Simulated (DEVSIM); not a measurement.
System: Cr/La2O3/p-InP capacitor, at 300 K.

```
layer (left to right)  material  thickness (nm)  Na (cm⁻³)
---------------------  --------  --------------  ---------
1                         La2O3            15.0          -
2                           InP             660     8.8e17
```

Metal gate on the left, work function 4.5 eV. Fixed charge at the semiconductor interface 0 cm⁻² (in units of +e); no interface traps.

Constants are typed, rounded textbook-type inputs, not results; the design itself was drawn at random and stands for no fabricated device. Values at 300 K.

```tsv
parameter	La2O3	InP
gap (eV)	5.8	1.344
affinity (eV)	1.8	4.38
permittivity	27	12.5
Nc (cm⁻³)	-	5.7e17
Nv (cm⁻³)	-	1.1e19
```

Simulated with DEVSIM: 1D Poisson equation in equilibrium, Boltzmann statistics, complete ionisation; no quantum confinement or tunnelling. Metal contacts follow the ideal Schottky-Mott rule: no Fermi-level pinning, no interface dipoles.

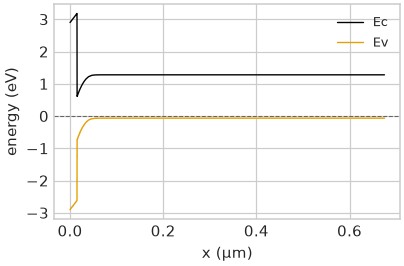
Band edges at -0.2 V on the gate

Energies count from the Fermi level of the right contact; mesh points crowd at the junctions.

| x (μm) | Ec (eV) | Ev (eV) | n (cm⁻³) | p (cm⁻³) | field (V/cm) |
|---|---|---|---|---|---|
| 0.000 | 2.900 | -2.900 | < 1e2 | < 1e2 | 190000 |
| 0.001064 | 2.920 | -2.880 | < 1e2 | < 1e2 | 190000 |
| 0.003072 | 2.958 | -2.842 | < 1e2 | < 1e2 | 190000 |
| 0.006501 | 3.022 | -2.777 | < 1e2 | < 1e2 | 190000 |
| 0.01164 | 3.119 | -2.681 | < 1e2 | < 1e2 | 190000 |
| 0.01378 | 3.160 | -2.640 | < 1e2 | < 1e2 | 190000 |
| 0.01491 | 3.181 | -2.619 | < 1e2 | < 1e2 | 190000 |
| 0.01646 | 0.661 | -0.683 | 4600000 | 3.6e7 | 390000 |
| 0.01898 | 0.755 | -0.589 | 120000 | 1.4e9 | 360000 |
| 0.02430 | 0.926 | -0.418 | 160 | 1.1e12 | 290000 |
| 0.03440 | 1.153 | -0.191 | < 1e2 | 6.7e15 | 160000 |
| 0.06502 | 1.278 | -0.066 | < 1e2 | 8.7e17 | 700 |
| 0.1179 | 1.279 | -0.065 | < 1e2 | 8.8e17 | ≈ 0 |
| 0.2183 | 1.279 | -0.065 | < 1e2 | 8.8e17 | ≈ 0 |
| 0.4554 | 1.279 | -0.065 | < 1e2 | 8.8e17 | ≈ 0 |
| 0.5638 | 1.279 | -0.065 | < 1e2 | 8.8e17 | ≈ 0 |
| 0.6209 | 1.279 | -0.065 | < 1e2 | 8.8e17 | ≈ 0 |
| 0.6480 | 1.279 | -0.065 | < 1e2 | 8.8e17 | ≈ 0 |
| 0.6649 | 1.279 | -0.065 | < 1e2 | 8.8e17 | ≈ 0 |
| 0.6706 | 1.279 | -0.065 | < 1e2 | 8.8e17 | ≈ 0 |
| 0.6733 | 1.279 | -0.065 | < 1e2 | 8.8e17 | ≈ 0 |
| 0.6750 | 1.279 | -0.065 | < 1e2 | 8.8e17 | ≈ 0 |
